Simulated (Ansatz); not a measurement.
Yb (fcc, Cu type)

```
Yb
1.0
    0.00000     2.61182     2.61182
    2.61182     0.00000     2.61182
    2.61182     2.61182     0.00000
Yb
1
Cartesian
  0.00000   0.00000   0.00000
```

E(V) scan at fixed shape, V₀ the volume above. Symmetry pins the atoms to their sites.

Method: PBE (plane waves to 420 eV, PAW, scalar-relativistic; Ansatz, a first-principles code). k mesh 15×15×15 (Γ-centred), Fermi-Dirac smearing 0.05 eV. Energies are smeared free energies. The relaxed volume of Yb is well below the measured one. Yb is run without spin polarisation. Yb was relaxed with its symmetry unable to fall. The filling of the f shell was not checked against other fillings, so treat energies with care. ΔE is measured from the relaxed starting cell.

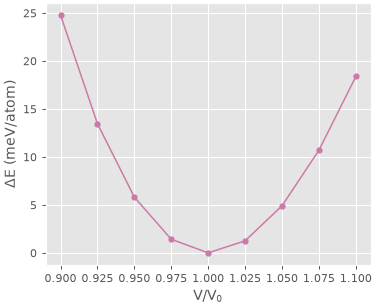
ΔE (meV/atom) against V/V₀; computed points joined by lines.

Question: What is ΔE at V/V₀ = 1.100?

Answer: About 18 meV/atom.

Question: What is ΔE at V/V₀ = 0.900?

Answer: About 25 meV/atom.

Question: What bulk modulus B₀ follows from a third-order Birch-Murnaghan fit?

Answer: About 19 GPa.

(A scan under strain: stresses follow from slopes of the energy per volume, elastic moduli from its curvatures.)
